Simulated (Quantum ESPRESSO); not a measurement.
Effort and miss along a sweep of ecutwfc: K₂VCl₆ (Fm-3m, 9 atoms in the cell)

Cell: a = 6.8692 Å, b = 6.8692 Å, c = 6.8692 Å, α = 60.00°, β = 60.00°, γ = 60.00°.

Method: LDA (PW92), PseudoDojo standard norm-conserving (LDA) pseudopotentials (plane waves; Quantum ESPRESSO 7.5).

Base settings: ecutwfc = 85 Ry; occupations = smearing; smearing = fd; degauss = 0.0073499 Ry; nspin = 2; potentials = {K: K.upf, V: V.upf, Cl: Cl.upf}; K_POINTS = automatic 3 3 3 0 0 0; conv_thr = 1e-10 Ry; mixing_beta = 0.5.

Misses are taken against the tightest run, 110 Ry, which need not be fully converged itself. The energy is the free energy per atom.

The count of work is k-points × plane waves × bands × iterations; it is no time, and leaves out set-up, grids and terms that scale otherwise. Core times come from one kind of shared machine and are given to one figure; runs under 30 s give none.

The starting cell comes from a database of computed structures (which also holds hypothetical and non-ambient phases and stackings), without a prior relaxation at this level. With one magnetic atom in the cell only a parallel order is possible.

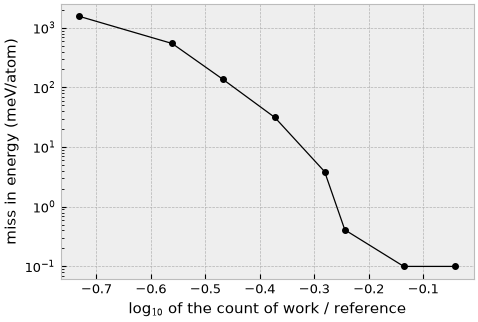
Figure: Miss against the count of work; the reference run is not drawn, and misses under 0.1 meV/atom are drawn there.

```tsv
ecutwfc	energy less reference (meV/atom)	pressure less reference (GPa)	largest difference in the force on any atom (eV/Å)	count of work / reference	core time / reference (rough)
34 Ry	1554.15	-28.20	0.329	0.19	0.09
42 Ry	545.81	-13.75	0.083	0.27	0.1
51 Ry	138.08	-5.10	0.052	0.34	0.2
59 Ry	31.37	-1.63	0.013	0.42	0.3
68 Ry	3.88	-0.30	0.002	0.52	0.3
76 Ry	0.41	-0.04	0.000	0.57	0.4
85 Ry	0.08	0.00	0.000	0.73	0.7
98 Ry	0.02	0.00	0.000	0.91	0.8
110 Ry	0.00	0.00	0.000	1.0	1
```

Coarsest setting among those run that, with all tighter ones, holds the energy within 10 meV/atom of the reference: 68 Ry, off by 3.9 meV/atom; its saving against the reference is no more than about a factor of 2 in the count of work.

Coarsest setting among those run that, with all tighter ones, holds the energy within 1 meV/atom of the reference: 76 Ry, off by 0.41 meV/atom; its saving against the reference is no more than about a factor of 2 in the count of work.

The step from 51 Ry to 98 Ry: it takes the miss in the energy from 140 to 0.02 meV/atom, for 2.7 times the count of work and roughly 5 times the time.
